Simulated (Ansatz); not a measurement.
The parent structure is GaCuSe2 in the chalcopyrite structure (space group I-42d, No. 122; a = 5.6078 Å, c = 11.0965 Å).

Perturbation: hole doping at 7.0×10^21 cm⁻³ (1.22 per cell), with a uniform compensating background at fixed cell and a 300 K Fermi–Dirac width.

Computed with r2SCAN (Ansatz, a quantum-chemistry and plane-wave program; PAW; 500 eV plane waves; scalar-relativistic without spin-orbit coupling), earlier PAW set.

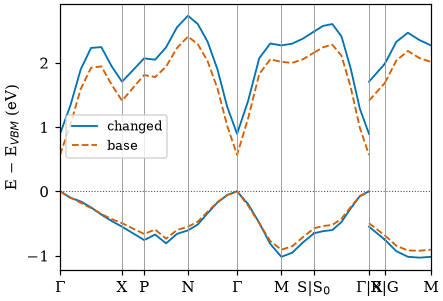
Highest valence and lowest conduction band along the path, each from its own valence-band maximum

### Question
From the figure, how large is the changed gap, and is it direct?

### Answer
About 0.89 eV, direct at Γ.

Charged cell with a jellium background: band edges are those of the host's band count, energies are not comparable with the neutral cell, and many-body gap narrowing is missing. Stability against distortions was not tested. The final runs are not spin-polarised.
